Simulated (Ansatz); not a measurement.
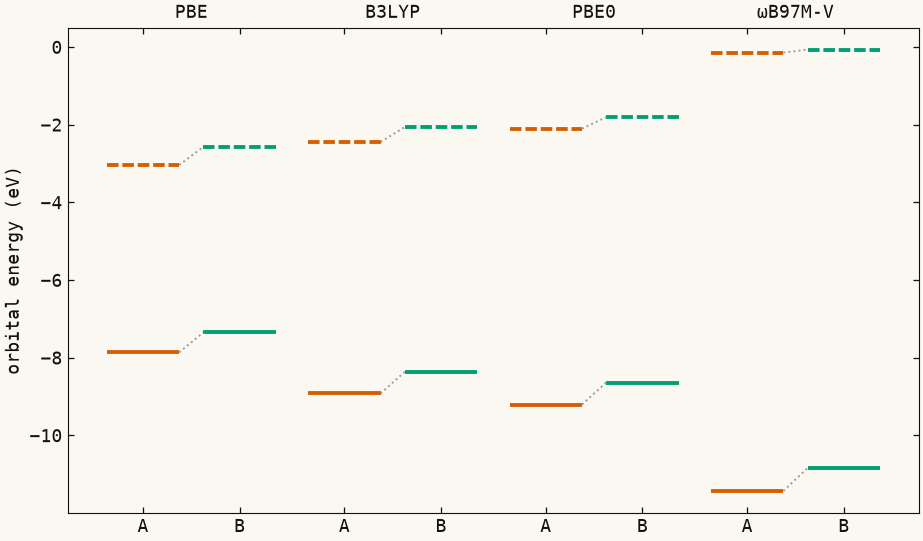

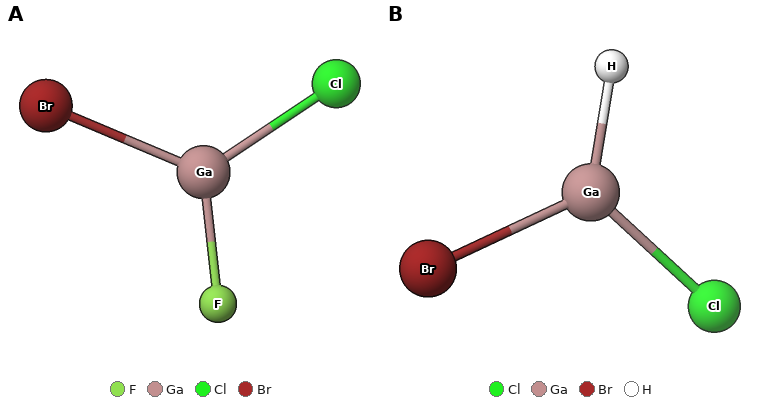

One change: A, GaBrClF (SMILES [F][Ga]([Cl])[Br]), becomes B, GaHBrCl (SMILES [Cl][GaH][Br]). F on Ga is replaced by H. HOMO (solid) and LUMO (dashed) computed in def2-TZVPP at PBE0-D4/def2-TZVP geometries, both minima by their frequencies, gas phase, the Ansatz code 0.2.0.

### What does the change do to HOMO and LUMO?

PBE: the HOMO rises by 0.51 eV, the LUMO rises by 0.47 eV, and the separation goes from 4.83 to 4.78 eV. B3LYP: the HOMO rises by 0.56 eV, the LUMO rises by 0.38 eV, and the separation goes from 6.48 to 6.30 eV. PBE0: the HOMO rises by 0.57 eV, the LUMO rises by 0.29 eV, and the separation goes from 7.11 to 6.83 eV. ωB97M-V: the HOMO rises by 0.59 eV, the LUMO rises by 0.08 eV, and the separation goes from 11.29 to 10.78 eV.

### Do the functionals agree on the effect?

They agree on the direction for both levels; the HOMO shift lies between 0.51 and 0.59 eV and the LUMO shift between 0.08 and 0.47 eV, while the separations themselves differ by up to 6.5 eV between functionals.
